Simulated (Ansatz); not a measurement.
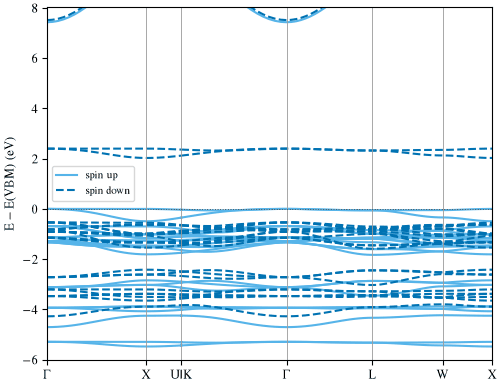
Figure. Band structure from the program Ansatz at the r²SCAN level (PAW)

Task: Read off the gap and where the band edges lie.

Result: About 2.0 eV (2.03 eV by a search for the band edges); maximum at Γ, minimum at X.

Task: Pick the material that matches.
(A) SnTe, rock salt
(B) ZnS, zinc blende
(C) SiC, zinc blende
(D) K2NaCuF6, Fm-3m (K on 8c, Na on 4b, Cu on 4a, F on 24e)

Result: D, K2NaCuF6, Fm-3m (K on 8c, Na on 4b, Cu on 4a, F on 24e)

The first step of the workflow began from a Materials Project structure, measured or hypothetical; the Crystallography Open Database copy checked does not list it. Its standing as an ambient phase is unchecked. The r²SCAN relaxation kept the symmetry of its start; its stability against distortions is not shown here. The final state is ferromagnetic, chosen from 3 collinear starts compared on coarse meshes (ties went to the first, and starts can fall back to one state), not a proven ground state. Other orbital occupations within this spin state were not tried. No Hubbard U is applied.

Potentials: the later of the program's two PAW sets.
